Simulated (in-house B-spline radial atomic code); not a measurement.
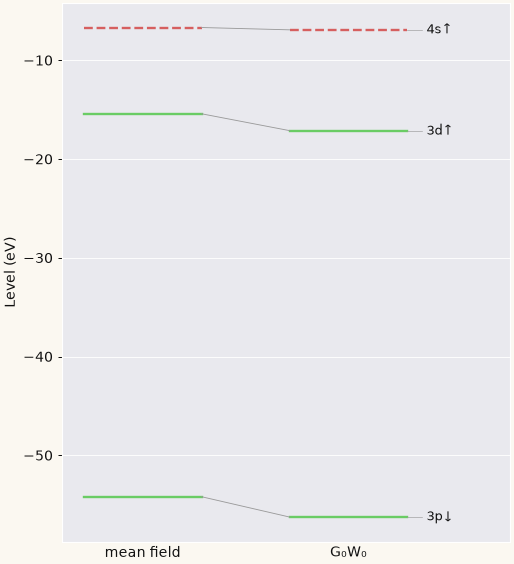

Mean-field and G₀W₀ levels (solid occupied, dashed empty) of an atom or ion with the configuration [Ar] 3d⁵. All-electron spherical atom, scalar X2C, LC-wPBE start, no spin-orbit coupling, Breit or QED terms; computed with a B-spline radial code. The quasi-particle equation is solved at full frequency; levels of low quasi-particle weight Z are left out.

Which atom or ion is it?

Answer. Cr II (Cr⁺). G₀W₀ moves the highest occupied level, 3d↑, from −15.42 to −17.13 eV (renormalisation factor Z = 0.90); the measured removal energy is 16.49 eV, so the error is +0.65 eV. The empty level 4s↑ goes from −6.69 to −6.92 eV.
